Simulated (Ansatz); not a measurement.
## C₂H₆Cl₃NSi: molecular dynamics (part 1 of 5)

C₂H₆Cl₃NSi, computed with RKS PBE0/STO-3G (Ansatz 0.2.0).

It belongs to a series of runs on one base structure; here: dynamics from the start. Figures and captions count atoms from 1; the log counts them from 0 in places.

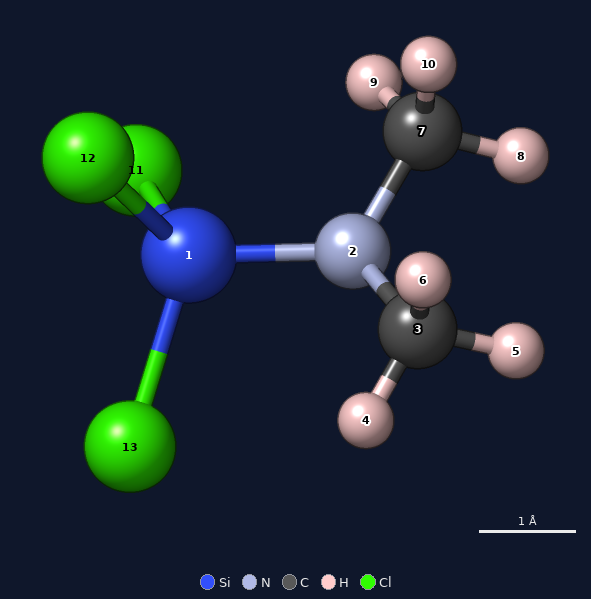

Figure 1. The starting structure (ball-and-stick view, seen at a tilt; atoms are numbered from 1 in the order of the input).

### Input
```yaml
crystal:
  periodic: [false, false, false]
  atoms:
    - { symbol: Si, position_ang: [0.009458, -0.019321, 0.058561] }
    - { symbol: "N", position_ang: [0.104493, -0.253297, 1.754546] }
    - { symbol: C, position_ang: [-1.139507, -0.492347, 2.52835] }
    - { symbol: H, position_ang: [-1.839242, -1.093267, 1.927143] }
    - { symbol: H, position_ang: [-0.890849, -1.055125, 3.443237] }
    - { symbol: H, position_ang: [-1.641712, 0.44773, 2.827109] }
    - { symbol: C, position_ang: [1.157898, 0.446311, 2.531851] }
    - { symbol: H, position_ang: [1.374062, -0.131994, 3.44534] }
    - { symbol: H, position_ang: [2.078878, 0.510449, 1.93204] }
    - { symbol: H, position_ang: [0.856242, 1.467785, 2.83321] }
    - { symbol: Cl, position_ang: [1.938477, -0.168406, -0.732226] }
    - { symbol: Cl, position_ang: [-0.767208, 1.836854, -0.568686] }
    - { symbol: Cl, position_ang: [-1.238791, -1.495372, -0.736774] }
basis:
  gaussian: { orbitals: STO-3G }
hamiltonian:
  xc: pbe0
md:
  timestep: 0.5
  n_steps: 150
  ensemble: nvt_langevin
  temperature: 300.0
  initial_velocities: maxwell_boltzmann
  seed: 261284
  friction: 0.001
```

Hardware: 1 thread of Intel Xeon (Sapphire Rapids), 16 GiB of memory available, shared host.

Run as:
```bash
ansatz run input.yaml --threads 1 --pin off --max-ram 2048MiB --backend cpu --events-out ev --progress --plain --runs-dir out
```

### What the program printed
```
Engine: ansatz 0.2.0, x86_64-unknown-linux-gnu
Functional definition: PBE0
  parameter a = 0.25
  parameter kappa = 0.804
  parameter beta = 0.06672455060314922
  exchange = (1 - a)*pbe_x(kappa = kappa, mu = beta*pi^2/3) + a*exact_x
  correlation = pbe_c(beta = beta)
772 factors; integrals over basis functions are off by at most 1.4e-5 eV
mean field evaluation 1: about -48543.9266 eV, gradient 3.4e1 eV
mean field evaluation 2: about -48544.6893 eV, gradient 3.3e1 eV
mean field evaluation 4: about -48548.8135 eV, gradient 1.2e0 eV
mean field evaluation 8: about -48548.7926 eV, gradient 1.5e-3 eV
mean field -48548.79255980 eV, -1784.1352190191 hartree, gradient 1.4e-5 eV, S^2 0.000000; 0 other end points of the search recorded, 0 dependent functions left out
the calculation of the forces begins
reference -48548.79258015 eV, -1784.1352197670 hartree; 45, 45 occupied and 12, 12 virtual orbitals, 772 factors
md step     0: t =     0.00 fs  T =   276.9 K  F+E_penalty+E_count = -48548.79255980 eV  E_kin = 0.465336 eV  (21 SCF iters)
these checks for a lower state are left out or cut short: starts, cluster_reference, orbital_swaps, neighbouring_geometries, increment
772 factors; integrals over basis functions are off by at most 1.4e-5 eV
mean field evaluation 16: about -48548.7813 eV, gradient 1.6e-1 eV
mean field -48548.78142966 eV, -1784.1348099942 hartree, gradient 1.3e-5 eV, S^2 0.000000; 0 other end points of the search recorded, 0 dependent functions left out
the calculation of the forces begins
reference -48548.78145002 eV, -1784.1348107421 hartree; 45, 45 occupied and 12, 12 virtual orbitals, 772 factors
md step     1: t =     0.50 fs  T =   277.0 K  F+E_penalty+E_count = -48548.78142966 eV  E_kin = 0.465531 eV  (25 SCF iters)
[... from here on the SCF iterations and repeated set-up lines of each step are left out, up to the last step ...]
md step     2: t =     1.00 fs  T =   259.4 K  F+E_penalty+E_count = -48548.75251896 eV  E_kin = 0.435870 eV  (25 SCF iters)
md step     3: t =     1.50 fs  T =   236.7 K  F+E_penalty+E_count = -48548.71542130 eV  E_kin = 0.397737 eV  (25 SCF iters)
md step     4: t =     2.00 fs  T =   216.1 K  F+E_penalty+E_count = -48548.68098082 eV  E_kin = 0.363053 eV  (20 SCF iters)
md step     5: t =     2.50 fs  T =   200.5 K  F+E_penalty+E_count = -48548.65721333 eV  E_kin = 0.336846 eV  (20 SCF iters)
md step     6: t =     3.00 fs  T =   195.0 K  F+E_penalty+E_count = -48548.64720215 eV  E_kin = 0.327596 eV  (19 SCF iters)
md step     7: t =     3.50 fs  T =   197.3 K  F+E_penalty+E_count = -48548.64975664 eV  E_kin = 0.331538 eV  (19 SCF iters)
md step     8: t =     4.00 fs  T =   199.0 K  F+E_penalty+E_count = -48548.65931125 eV  E_kin = 0.334339 eV  (19 SCF iters)
md step     9: t =     4.50 fs  T =   206.9 K  F+E_penalty+E_count = -48548.66820984 eV  E_kin = 0.347654 eV  (19 SCF iters)
md step    10: t =     5.00 fs  T =   206.8 K  F+E_penalty+E_count = -48548.66879968 eV  E_kin = 0.347449 eV  (25 SCF iters)
md step    11: t =     5.50 fs  T =   201.1 K  F+E_penalty+E_count = -48548.65624550 eV  E_kin = 0.337972 eV  (25 SCF iters)
md step    12: t =     6.00 fs  T =   182.8 K  F+E_penalty+E_count = -48548.63074069 eV  E_kin = 0.307166 eV  (25 SCF iters)
md step    13: t =     6.50 fs  T =   165.5 K  F+E_penalty+E_count = -48548.59912988 eV  E_kin = 0.278135 eV  (19 SCF iters)
md step    14: t =     7.00 fs  T =   146.8 K  F+E_penalty+E_count = -48548.57345336 eV  E_kin = 0.246701 eV  (19 SCF iters)
md step    15: t =     7.50 fs  T =   142.3 K  F+E_penalty+E_count = -48548.56468941 eV  E_kin = 0.239145 eV  (19 SCF iters)
md step    16: t =     8.00 fs  T =   147.9 K  F+E_penalty+E_count = -48548.57727802 eV  E_kin = 0.248569 eV  (19 SCF iters)
md step    17: t =     8.50 fs  T =   166.5 K  F+E_penalty+E_count = -48548.60611809 eV  E_kin = 0.279759 eV  (19 SCF iters)
md step    18: t =     9.00 fs  T =   184.7 K  F+E_penalty+E_count = -48548.63830065 eV  E_kin = 0.310439 eV  (19 SCF iters)
md step    19: t =     9.50 fs  T =   199.9 K  F+E_penalty+E_count = -48548.66175687 eV  E_kin = 0.335899 eV  (22 SCF iters)
md step    20: t =    10.00 fs  T =   206.0 K  F+E_penalty+E_count = -48548.67016410 eV  E_kin = 0.346212 eV  (25 SCF iters)
md step    21: t =    10.50 fs  T =   203.3 K  F+E_penalty+E_count = -48548.66420231 eV  E_kin = 0.341546 eV  (25 SCF iters)
md step    22: t =    11.00 fs  T =   197.6 K  F+E_penalty+E_count = -48548.64940426 eV  E_kin = 0.332017 eV  (25 SCF iters)
md step    23: t =    11.50 fs  T =   186.1 K  F+E_penalty+E_count = -48548.63327716 eV  E_kin = 0.312749 eV  (20 SCF iters)
md step    24: t =    12.00 fs  T =   179.3 K  F+E_penalty+E_count = -48548.62283923 eV  E_kin = 0.301252 eV  (19 SCF iters)
md step    25: t =    12.50 fs  T =   177.8 K  F+E_penalty+E_count = -48548.62110786 eV  E_kin = 0.298718 eV  (20 SCF iters)
md step    26: t =    13.00 fs  T =   181.5 K  F+E_penalty+E_count = -48548.62784032 eV  E_kin = 0.305048 eV  (20 SCF iters)
md step    27: t =    13.50 fs  T =   190.9 K  F+E_penalty+E_count = -48548.63924895 eV  E_kin = 0.320749 eV  (20 SCF iters)
md step    28: t =    14.00 fs  T =   191.3 K  F+E_penalty+E_count = -48548.65044293 eV  E_kin = 0.321468 eV  (20 SCF iters)
md step    29: t =    14.50 fs  T =   193.4 K  F+E_penalty+E_count = -48548.65667609 eV  E_kin = 0.325016 eV  (25 SCF iters)
md step    30: t =    15.00 fs  T =   195.7 K  F+E_penalty+E_count = -48548.65434348 eV  E_kin = 0.328832 eV  (25 SCF iters)
md step    31: t =    15.50 fs  T =   190.0 K  F+E_penalty+E_count = -48548.64160555 eV  E_kin = 0.319333 eV  (25 SCF iters)
md step    32: t =    16.00 fs  T =   176.8 K  F+E_penalty+E_count = -48548.62054795 eV  E_kin = 0.297104 eV  (25 SCF iters)
md step    33: t =    16.50 fs  T =   163.6 K  F+E_penalty+E_count = -48548.59784292 eV  E_kin = 0.274871 eV  (25 SCF iters)
md step    34: t =    17.00 fs  T =   157.7 K  F+E_penalty+E_count = -48548.58064931 eV  E_kin = 0.264985 eV  (20 SCF iters)
md step    35: t =    17.50 fs  T =   153.5 K  F+E_penalty+E_count = -48548.57464671 eV  E_kin = 0.257947 eV  (19 SCF iters)
md step    36: t =    18.00 fs  T =   153.2 K  F+E_penalty+E_count = -48548.58013459 eV  E_kin = 0.257439 eV  (19 SCF iters)
md step    37: t =    18.50 fs  T =   161.9 K  F+E_penalty+E_count = -48548.59030294 eV  E_kin = 0.272014 eV  (19 SCF iters)
md step    38: t =    19.00 fs  T =   166.9 K  F+E_penalty+E_count = -48548.59666860 eV  E_kin = 0.280399 eV  (20 SCF iters)
md step    39: t =    19.50 fs  T =   163.0 K  F+E_penalty+E_count = -48548.59407336 eV  E_kin = 0.273878 eV  (20 SCF iters)
md step    40: t =    20.00 fs  T =   151.0 K  F+E_penalty+E_count = -48548.58284404 eV  E_kin = 0.253705 eV  (22 SCF iters)
md step    41: t =    20.50 fs  T =   139.0 K  F+E_penalty+E_count = -48548.56735524 eV  E_kin = 0.233634 eV  (20 SCF iters)
md step    42: t =    21.00 fs  T =   130.5 K  F+E_penalty+E_count = -48548.55353269 eV  E_kin = 0.219259 eV  (20 SCF iters)
md step    43: t =    21.50 fs  T =   126.0 K  F+E_penalty+E_count = -48548.54553888 eV  E_kin = 0.211750 eV  (20 SCF iters)
md step    44: t =    22.00 fs  T =   125.4 K  F+E_penalty+E_count = -48548.54444593 eV  E_kin = 0.210636 eV  (20 SCF iters)
md step    45: t =    22.50 fs  T =   128.5 K  F+E_penalty+E_count = -48548.54956806 eV  E_kin = 0.215920 eV  (20 SCF iters)
md step    46: t =    23.00 fs  T =   136.6 K  F+E_penalty+E_count = -48548.55910012 eV  E_kin = 0.229594 eV  (20 SCF iters)
md step    47: t =    23.50 fs  T =   145.4 K  F+E_penalty+E_count = -48548.56992249 eV  E_kin = 0.244266 eV  (20 SCF iters)
md step    48: t =    24.00 fs  T =   152.2 K  F+E_penalty+E_count = -48548.57891862 eV  E_kin = 0.255830 eV  (20 SCF iters)
md step    49: t =    24.50 fs  T =   154.2 K  F+E_penalty+E_count = -48548.58367890 eV  E_kin = 0.259079 eV  (20 SCF iters)
md step    50: t =    25.00 fs  T =   151.3 K  F+E_penalty+E_count = -48548.58373150 eV  E_kin = 0.254232 eV  (25 SCF iters)
md step    51: t =    25.50 fs  T =   149.5 K  F+E_penalty+E_count = -48548.58121759 eV  E_kin = 0.251145 eV  (25 SCF iters)
md step    52: t =    26.00 fs  T =   149.1 K  F+E_penalty+E_count = -48548.57935365 eV  E_kin = 0.250502 eV  (25 SCF iters)
md step    53: t =    26.50 fs  T =   155.2 K  F+E_penalty+E_count = -48548.58106319 eV  E_kin = 0.260762 eV  (25 SCF iters)
md step    54: t =    27.00 fs  T =   159.4 K  F+E_penalty+E_count = -48548.58810443 eV  E_kin = 0.267882 eV  (25 SCF iters)
md step    55: t =    27.50 fs  T =   167.0 K  F+E_penalty+E_count = -48548.59985682 eV  E_kin = 0.280650 eV  (25 SCF iters)
md step    56: t =    28.00 fs  T =   170.9 K  F+E_penalty+E_count = -48548.61148007 eV  E_kin = 0.287176 eV  (25 SCF iters)
md step    57: t =    28.50 fs  T =   169.9 K  F+E_penalty+E_count = -48548.61722140 eV  E_kin = 0.285513 eV  (25 SCF iters)
md step    58: t =    29.00 fs  T =   167.1 K  F+E_penalty+E_count = -48548.61415362 eV  E_kin = 0.280855 eV  (25 SCF iters)
md step    59: t =    29.50 fs  T =   159.8 K  F+E_penalty+E_count = -48548.60241145 eV  E_kin = 0.268501 eV  (25 SCF iters)
md step    60: t =    30.00 fs  T =   150.3 K  F+E_penalty+E_count = -48548.58544221 eV  E_kin = 0.252560 eV  (22 SCF iters)
md step    61: t =    30.50 fs  T =   139.9 K  F+E_penalty+E_count = -48548.56763973 eV  E_kin = 0.235149 eV  (25 SCF iters)
md step    62: t =    31.00 fs  T =   129.2 K  F+E_penalty+E_count = -48548.55244682 eV  E_kin = 0.217078 eV  (25 SCF iters)
md step    63: t =    31.50 fs  T =   123.9 K  F+E_penalty+E_count = -48548.54138301 eV  E_kin = 0.208236 eV  (20 SCF iters)
md step    64: t =    32.00 fs  T =   119.0 K  F+E_penalty+E_count = -48548.53253144 eV  E_kin = 0.200013 eV  (19 SCF iters)
md step    65: t =    32.50 fs  T =   113.4 K  F+E_penalty+E_count = -48548.52427836 eV  E_kin = 0.190590 eV  (19 SCF iters)
md step    66: t =    33.00 fs  T =   106.6 K  F+E_penalty+E_count = -48548.51569247 eV  E_kin = 0.179186 eV  (19 SCF iters)
md step    67: t =    33.50 fs  T =   103.2 K  F+E_penalty+E_count = -48548.50612808 eV  E_kin = 0.173428 eV  (19 SCF iters)
md step    68: t =    34.00 fs  T =    96.4 K  F+E_penalty+E_count = -48548.49590448 eV  E_kin = 0.161955 eV  (19 SCF iters)
md step    69: t =    34.50 fs  T =    92.4 K  F+E_penalty+E_count = -48548.48608070 eV  E_kin = 0.155187 eV  (19 SCF iters)
md step    70: t =    35.00 fs  T =    89.1 K  F+E_penalty+E_count = -48548.47815733 eV  E_kin = 0.149768 eV  (19 SCF iters)
md step    71: t =    35.50 fs  T =    90.9 K  F+E_penalty+E_count = -48548.47410704 eV  E_kin = 0.152750 eV  (19 SCF iters)
md step    72: t =    36.00 fs  T =    91.2 K  F+E_penalty+E_count = -48548.47541951 eV  E_kin = 0.153177 eV  (19 SCF iters)
md step    73: t =    36.50 fs  T =    95.6 K  F+E_penalty+E_count = -48548.48403371 eV  E_kin = 0.160637 eV  (19 SCF iters)
md step    74: t =    37.00 fs  T =   104.0 K  F+E_penalty+E_count = -48548.49994498 eV  E_kin = 0.174824 eV  (20 SCF iters)
md step    75: t =    37.50 fs  T =   114.7 K  F+E_penalty+E_count = -48548.51897568 eV  E_kin = 0.192711 eV  (20 SCF iters)
md step    76: t =    38.00 fs  T =   122.7 K  F+E_penalty+E_count = -48548.53542037 eV  E_kin = 0.206161 eV  (25 SCF iters)
md step    77: t =    38.50 fs  T =   129.7 K  F+E_penalty+E_count = -48548.54551669 eV  E_kin = 0.217920 eV  (25 SCF iters)
md step    78: t =    39.00 fs  T =   132.1 K  F+E_penalty+E_count = -48548.54887671 eV  E_kin = 0.221898 eV  (25 SCF iters)
md step    79: t =    39.50 fs  T =   131.8 K  F+E_penalty+E_count = -48548.54914117 eV  E_kin = 0.221473 eV  (25 SCF iters)
md step    80: t =    40.00 fs  T =   128.3 K  F+E_penalty+E_count = -48548.55136261 eV  E_kin = 0.215527 eV  (25 SCF iters)
md step    81: t =    40.50 fs  T =   132.4 K  F+E_penalty+E_count = -48548.55829971 eV  E_kin = 0.222523 eV  (22 SCF iters)
md step    82: t =    41.00 fs  T =   142.2 K  F+E_penalty+E_count = -48548.56918455 eV  E_kin = 0.238936 eV  (25 SCF iters)
md step    83: t =    41.50 fs  T =   147.7 K  F+E_penalty+E_count = -48548.58002506 eV  E_kin = 0.248226 eV  (25 SCF iters)
md step    84: t =    42.00 fs  T =   153.2 K  F+E_penalty+E_count = -48548.58630171 eV  E_kin = 0.257428 eV  (25 SCF iters)
md step    85: t =    42.50 fs  T =   153.7 K  F+E_penalty+E_count = -48548.58508164 eV  E_kin = 0.258332 eV  (25 SCF iters)
md step    86: t =    43.00 fs  T =   152.9 K  F+E_penalty+E_count = -48548.57644326 eV  E_kin = 0.256965 eV  (25 SCF iters)
md step    87: t =    43.50 fs  T =   145.9 K  F+E_penalty+E_count = -48548.56263230 eV  E_kin = 0.245217 eV  (25 SCF iters)
md step    88: t =    44.00 fs  T =   138.2 K  F+E_penalty+E_count = -48548.54704404 eV  E_kin = 0.232170 eV  (25 SCF iters)
md step    89: t =    44.50 fs  T =   130.4 K  F+E_penalty+E_count = -48548.53277057 eV  E_kin = 0.219086 eV  (25 SCF iters)
md step    90: t =    45.00 fs  T =   123.4 K  F+E_penalty+E_count = -48548.52211376 eV  E_kin = 0.207367 eV  (25 SCF iters)
md step    91: t =    45.50 fs  T =   119.5 K  F+E_penalty+E_count = -48548.51599072 eV  E_kin = 0.200810 eV  (25 SCF iters)
md step    92: t =    46.00 fs  T =   121.6 K  F+E_penalty+E_count = -48548.51438341 eV  E_kin = 0.204307 eV  (25 SCF iters)
md step    93: t =    46.50 fs  T =   119.9 K  F+E_penalty+E_count = -48548.51517191 eV  E_kin = 0.201478 eV  (25 SCF iters)
md step    94: t =    47.00 fs  T =   116.9 K  F+E_penalty+E_count = -48548.51557044 eV  E_kin = 0.196390 eV  (25 SCF iters)
md step    95: t =    47.50 fs  T =   115.3 K  F+E_penalty+E_count = -48548.51265926 eV  E_kin = 0.193812 eV  (25 SCF iters)
md step    96: t =    48.00 fs  T =   112.1 K  F+E_penalty+E_count = -48548.50352840 eV  E_kin = 0.188373 eV  (25 SCF iters)
md step    97: t =    48.50 fs  T =   103.9 K  F+E_penalty+E_count = -48548.48934097 eV  E_kin = 0.174634 eV  (20 SCF iters)
md step    98: t =    49.00 fs  T =    95.0 K  F+E_penalty+E_count = -48548.47586704 eV  E_kin = 0.159567 eV  (19 SCF iters)
md step    99: t =    49.50 fs  T =    92.4 K  F+E_penalty+E_count = -48548.47044515 eV  E_kin = 0.155322 eV  (19 SCF iters)
md step   100: t =    50.00 fs  T =    95.0 K  F+E_penalty+E_count = -48548.47707806 eV  E_kin = 0.159572 eV  (22 SCF iters)
md step   101: t =    50.50 fs  T =   105.2 K  F+E_penalty+E_count = -48548.49418567 eV  E_kin = 0.176834 eV  (19 SCF iters)
md step   102: t =    51.00 fs  T =   116.3 K  F+E_penalty+E_count = -48548.51522222 eV  E_kin = 0.195487 eV  (19 SCF iters)
md step   103: t =    51.50 fs  T =   127.7 K  F+E_penalty+E_count = -48548.53301024 eV  E_kin = 0.214610 eV  (25 SCF iters)
md step   104: t =    52.00 fs  T =   131.2 K  F+E_penalty+E_count = -48548.54293527 eV  E_kin = 0.220405 eV  (25 SCF iters)
md step   105: t =    52.50 fs  T =   134.3 K  F+E_penalty+E_count = -48548.54432148 eV  E_kin = 0.225669 eV  (25 SCF iters)
md step   106: t =    53.00 fs  T =   131.6 K  F+E_penalty+E_count = -48548.54014540 eV  E_kin = 0.221139 eV  (20 SCF iters)
md step   107: t =    53.50 fs  T =   125.8 K  F+E_penalty+E_count = -48548.53541315 eV  E_kin = 0.211414 eV  (20 SCF iters)
md step   108: t =    54.00 fs  T =   122.3 K  F+E_penalty+E_count = -48548.53465759 eV  E_kin = 0.205552 eV  (20 SCF iters)
md step   109: t =    54.50 fs  T =   127.2 K  F+E_penalty+E_count = -48548.54108344 eV  E_kin = 0.213737 eV  (20 SCF iters)
md step   110: t =    55.00 fs  T =   135.9 K  F+E_penalty+E_count = -48548.55451130 eV  E_kin = 0.228356 eV  (25 SCF iters)
md step   111: t =    55.50 fs  T =   145.3 K  F+E_penalty+E_count = -48548.57240948 eV  E_kin = 0.244092 eV  (25 SCF iters)
md step   112: t =    56.00 fs  T =   155.3 K  F+E_penalty+E_count = -48548.58979364 eV  E_kin = 0.260992 eV  (25 SCF iters)
md step   113: t =    56.50 fs  T =   162.3 K  F+E_penalty+E_count = -48548.60139619 eV  E_kin = 0.272762 eV  (25 SCF iters)
md step   114: t =    57.00 fs  T =   165.3 K  F+E_penalty+E_count = -48548.60331495 eV  E_kin = 0.277783 eV  (25 SCF iters)
md step   115: t =    57.50 fs  T =   160.1 K  F+E_penalty+E_count = -48548.59348816 eV  E_kin = 0.268964 eV  (25 SCF iters)
md step   116: t =    58.00 fs  T =   150.6 K  F+E_penalty+E_count = -48548.57413358 eV  E_kin = 0.253011 eV  (25 SCF iters)
md step   117: t =    58.50 fs  T =   134.9 K  F+E_penalty+E_count = -48548.55256067 eV  E_kin = 0.226680 eV  (20 SCF iters)
md step   118: t =    59.00 fs  T =   124.8 K  F+E_penalty+E_count = -48548.53751348 eV  E_kin = 0.209661 eV  (19 SCF iters)
md step   119: t =    59.50 fs  T =   122.9 K  F+E_penalty+E_count = -48548.53479190 eV  E_kin = 0.206523 eV  (19 SCF iters)
md step   120: t =    60.00 fs  T =   129.5 K  F+E_penalty+E_count = -48548.54347307 eV  E_kin = 0.217527 eV  (22 SCF iters)
md step   121: t =    60.50 fs  T =   138.5 K  F+E_penalty+E_count = -48548.55702368 eV  E_kin = 0.232776 eV  (25 SCF iters)
md step   122: t =    61.00 fs  T =   148.8 K  F+E_penalty+E_count = -48548.56662044 eV  E_kin = 0.250063 eV  (25 SCF iters)
md step   123: t =    61.50 fs  T =   146.4 K  F+E_penalty+E_count = -48548.56588758 eV  E_kin = 0.246030 eV  (25 SCF iters)
md step   124: t =    62.00 fs  T =   139.4 K  F+E_penalty+E_count = -48548.55427029 eV  E_kin = 0.234238 eV  (25 SCF iters)
md step   125: t =    62.50 fs  T =   128.1 K  F+E_penalty+E_count = -48548.53563616 eV  E_kin = 0.215218 eV  (20 SCF iters)
md step   126: t =    63.00 fs  T =   117.7 K  F+E_penalty+E_count = -48548.51617910 eV  E_kin = 0.197732 eV  (19 SCF iters)
md step   127: t =    63.50 fs  T =   108.4 K  F+E_penalty+E_count = -48548.50258093 eV  E_kin = 0.182142 eV  (19 SCF iters)
md step   128: t =    64.00 fs  T =   108.8 K  F+E_penalty+E_count = -48548.49994163 eV  E_kin = 0.182786 eV  (19 SCF iters)
md step   129: t =    64.50 fs  T =   114.8 K  F+E_penalty+E_count = -48548.50980211 eV  E_kin = 0.192858 eV  (19 SCF iters)
md step   130: t =    65.00 fs  T =   123.8 K  F+E_penalty+E_count = -48548.52969345 eV  E_kin = 0.208108 eV  (19 SCF iters)
md step   131: t =    65.50 fs  T =   138.0 K  F+E_penalty+E_count = -48548.55416888 eV  E_kin = 0.231812 eV  (25 SCF iters)
md step   132: t =    66.00 fs  T =   152.9 K  F+E_penalty+E_count = -48548.57605628 eV  E_kin = 0.257008 eV  (25 SCF iters)
md step   133: t =    66.50 fs  T =   161.1 K  F+E_penalty+E_count = -48548.58946968 eV  E_kin = 0.270644 eV  (25 SCF iters)
md step   134: t =    67.00 fs  T =   164.1 K  F+E_penalty+E_count = -48548.59126873 eV  E_kin = 0.275794 eV  (25 SCF iters)
md step   135: t =    67.50 fs  T =   160.3 K  F+E_penalty+E_count = -48548.58299689 eV  E_kin = 0.269406 eV  (25 SCF iters)
md step   136: t =    68.00 fs  T =   156.7 K  F+E_penalty+E_count = -48548.57207863 eV  E_kin = 0.263314 eV  (20 SCF iters)
md step   137: t =    68.50 fs  T =   157.2 K  F+E_penalty+E_count = -48548.56792458 eV  E_kin = 0.264097 eV  (20 SCF iters)
md step   138: t =    69.00 fs  T =   159.3 K  F+E_penalty+E_count = -48548.57614738 eV  E_kin = 0.267613 eV  (20 SCF iters)
md step   139: t =    69.50 fs  T =   172.9 K  F+E_penalty+E_count = -48548.59672876 eV  E_kin = 0.290593 eV  (20 SCF iters)
md step   140: t =    70.00 fs  T =   187.7 K  F+E_penalty+E_count = -48548.62373864 eV  E_kin = 0.315452 eV  (22 SCF iters)
md step   141: t =    70.50 fs  T =   203.8 K  F+E_penalty+E_count = -48548.64864050 eV  E_kin = 0.342476 eV  (25 SCF iters)
md step   142: t =    71.00 fs  T =   213.0 K  F+E_penalty+E_count = -48548.66255393 eV  E_kin = 0.357842 eV  (25 SCF iters)
md step   143: t =    71.50 fs  T =   209.7 K  F+E_penalty+E_count = -48548.66029926 eV  E_kin = 0.352459 eV  (25 SCF iters)
md step   144: t =    72.00 fs  T =   197.9 K  F+E_penalty+E_count = -48548.64374099 eV  E_kin = 0.332553 eV  (25 SCF iters)
md step   145: t =    72.50 fs  T =   186.8 K  F+E_penalty+E_count = -48548.61879436 eV  E_kin = 0.313937 eV  (25 SCF iters)
```
